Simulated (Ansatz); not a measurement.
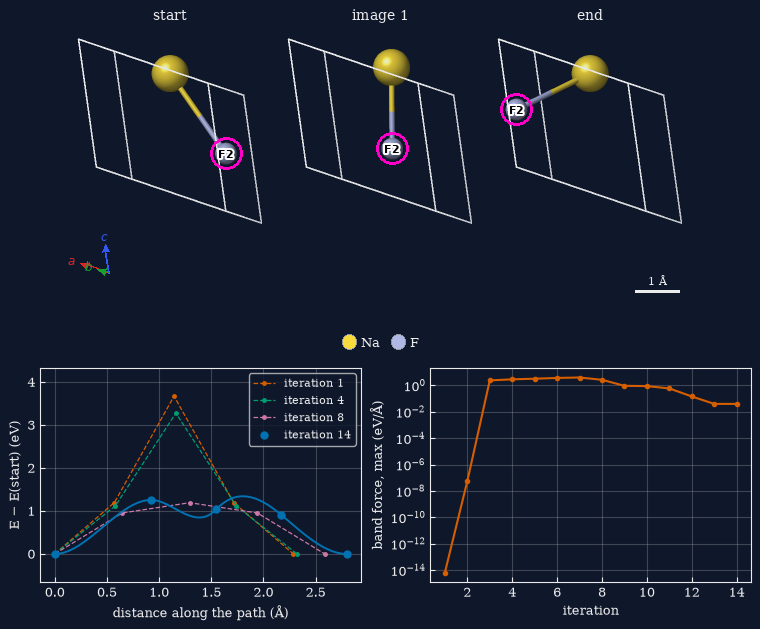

NEB run on a 2-atom cell of NaF (set up in Fm-3m). Images are numbered from 0 (start) to 4 (end). The plot follows the band through its iterations. The picture is a ball-and-stick view of the reduced simulation cell (origin moved), seen from a free direction. The moving atom is ringed, with any periodic copies. Lengths and directions refer to the drawn axes. Bonds to atoms that aren't drawn are left out.

The calculation used DFT, PBE, all-electron LAPW, scalar-relativistic (Ansatz 0.2.0). Settings: plane-wave cutoff 601 eV; k-point mesh 8 × 8 × 8; Fermi-Dirac smearing 0.02 eV; 3 movable images; climbing image.

Q: How did the profile develop, and is the result final?

A: The run is converged, with reservations. The band converged in 14 iterations. The largest component of the band force went from 6.6e-15 to 0.04 eV/Å. The climbing image converged on the top of the path. Its curvatures weren't checked. The first iteration put the highest image at 3.67 eV. The two ends have the same energy, and the highest point, image 1, lies 1.26 eV above the start.
